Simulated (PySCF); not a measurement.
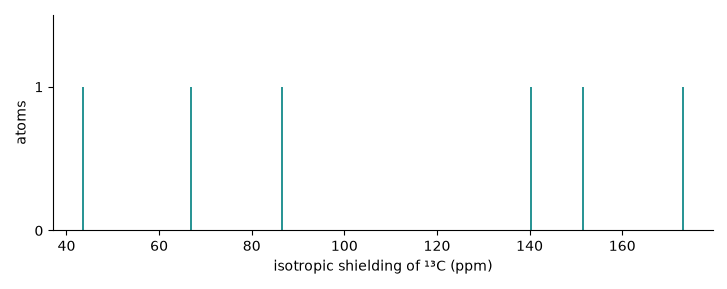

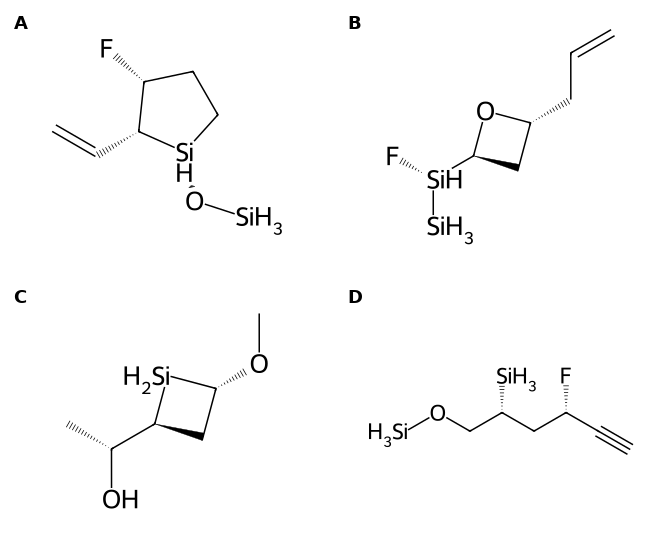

The sticks are computed shieldings of one of the molecules, for one fixed geometry (GFN2-xTB) without averaging over rotations. Low shielding means a high chemical shift. Method: GIAO PBE0/pcSseg-1 NMR shielding, non-relativistic, gas phase (PySCF 2.14.0).

### Match the spectrum to a structure.

A, `C=C[C@@H]1[C@H](F)CC[Si@@H]1O[SiH3]`. Its 6 C atoms give lines at 43.6, 66.9, 86.5, 140.4, 151.5, 173.0 ppm.

The geometry is semi-empirical. Around Si such bond lengths and angles can be off by a tenth of an ångström or more and by several degrees, and values that hang on the shape move with them.
